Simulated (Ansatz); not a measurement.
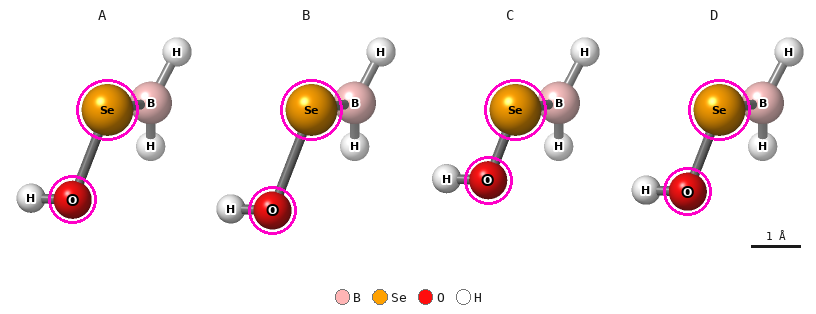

BH3SeO: the Se–O bond length is varied, with the rest of the molecule carried along rigidly. The picture is a ball-and-stick view, seen from a free direction. The ringed atoms are those of the scanned coordinate.

Computed with Ansatz: r2SCAN-D4, basis def2-TZVPP, on geometries moved rigidly from the minimum at PBE0-D4/def2-TZVP. Energies are counted from the PBE0-D4/def2-TZVP minimum geometry at the same level.

**Rank the frames from lowest to highest energy.**

Lowest first: D (the distance 1.804 Å, 0.0 kcal/mol), A (the distance 1.983 Å, 5.1 kcal/mol), B (the distance 2.219 Å, 21.3 kcal/mol), C (the distance 1.552 Å, 29.6 kcal/mol). Over the whole scan: of the computed points the lowest is at the distance 1.804 Å, 0.0 kcal/mol. At the ends of the scan the energy is 29.6 kcal/mol (1.552 Å) and 30.9 kcal/mol (2.346 Å). The curvature at the lowest point is about 24 eV/Å² (3.9 mdyn/Å). The well is steeper on the short side, as for any bond.
